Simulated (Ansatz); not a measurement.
**SiNH5 (singlet): from Hartree-Fock to the top rungs at a displaced geometry (v2), cc-pVDZ**

How much of the correlation energy of SiNH5 (singlet) does each wave-function method recover here?

Computed with Ansatz 0.2.0, Gaussian basis. Level: cc-pVDZ, core rule «outside noble gas», up to 6 orbitals frozen.

To be run: UHF; CCSD(T) on RHF; BCCD(T) on RHF; CISD; CCSDT(Q) on RHF; CASSCF and NEVPT2, 8 electrons in 8 orbitals.

11 further runs of the same task are left out: 3 that didn't finish, 8 set aside as unsound or not needed.

### Step 1. The system

The geometry is a PBE0/def2-TZVP stationary point (not a proven minimum) with its atoms shifted at random (size 0.100 Å).

7 atoms, charge 0, spin multiplicity 1.

Atoms are counted from 1 here; the program's logs count them from 0.

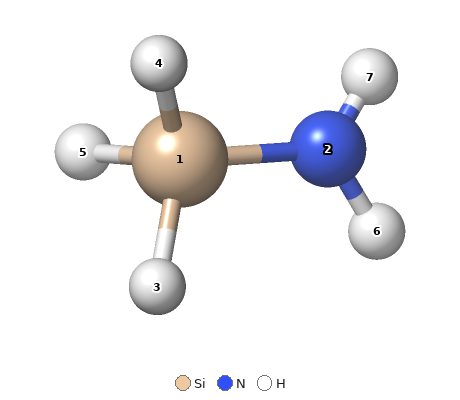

The geometry (silicon light orange, nitrogen blue, hydrogen white); atoms are numbered from 1 in the order of the file.

### Step 2. UHF

The input, in.yaml:

```yaml
crystal:
  periodic: [false, false, false]
  atoms:
    - {symbol: Si, position_ang: [0.043831, 0.005807, 0.572386]}
    - {symbol: N, position_ang: [-0.055847, 0.014181, -1.135154]}
    - {symbol: H, position_ang: [0.651198, -1.238928, 1.059020]}
    - {symbol: H, position_ang: [0.734304, 1.147172, 1.077234]}
    - {symbol: H, position_ang: [-1.431554, -0.092647, 1.093771]}
    - {symbol: H, position_ang: [-0.130566, -0.900702, -1.717340]}
    - {symbol: H, position_ang: [-0.268643, 0.726246, -1.687280]}
basis:
  gaussian: {orbitals: cc-pVDZ}
magnetization: {spin_polarized: true, initial_magnetization: 0}
hamiltonian: {xc: hf}
output: {orbitals: {seedname: orbitals}}
```

Launch:

```
$ ansatz run in.yaml --threads 1 --pin off --events-out ev --progress --plain --max-ram 2176MiB
```

The runs that follow: CCSD(T) on RHF; BCCD(T) on RHF; CISD; CCSDT(Q) on RHF; CASSCF and NEVPT2, 8 electrons in 8 orbitals.

Before running them: what should the planned runs give, taken together? Wanted: RCCSDT(Q) below the RHF energy; RMP2 from RCCSDT(Q); RCCSD from RCCSDT(Q); RCCSD(T) from RCCSDT(Q); NEVPT2 frontier from RCCSDT(Q); T1 diagnostic.

**Answer**, as computed:

| quantity | value |
| --- | --- |
| RCCSDT(Q) below the RHF energy | -8.8231 eV |
| RMP2 from RCCSDT(Q) | +1169.4 meV |
| RCCSD from RCCSDT(Q) | +213.6 meV |
| RCCSD(T) from RCCSDT(Q) | +32.7 meV |
| NEVPT2 frontier from RCCSDT(Q) | +1378.8 meV |
| levels within 1 kcal/mol (43 meV) | RCCSD(T), BCCD(T), RCCSDT |
| T1 diagnostic | 0.010 |

In words: RCCSD(T) misses by +32.7 meV, 0.4 % of the correlation energy. These misses are within one basis, not against nature.
